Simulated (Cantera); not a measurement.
Charge: 1 mol TEOS, 0.07 mol O₂, a varied amount of N₂, held at 900 K and 2500 Pa.

Method: chemical equilibrium by Gibbs-energy minimisation in Cantera with the NASA 1993 tables (ideal gas, pure condensed phases). Candidate condensed phases: C, C₆H₆, C₇H₈, C₈H₁₈, H₂O, Si, SiC, SiO₂, Si₂N₂O, Si₃N₄; 151 gas species. The feed counts by its element totals alone. Rates play no part.

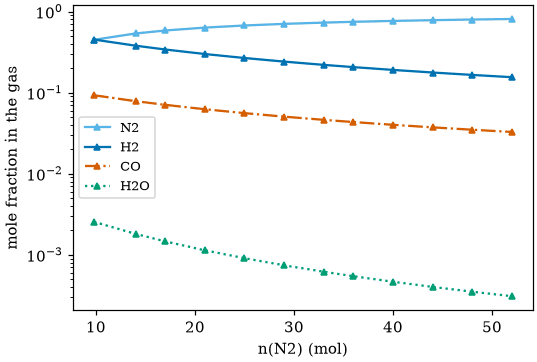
Figure: Equilibrium gas composition (values under 1e-9 drawn at 1e-9)

From 9.8 mol N₂ to 52 mol N₂ the condensed part is C(graphite) + SiO₂(β-quartz).
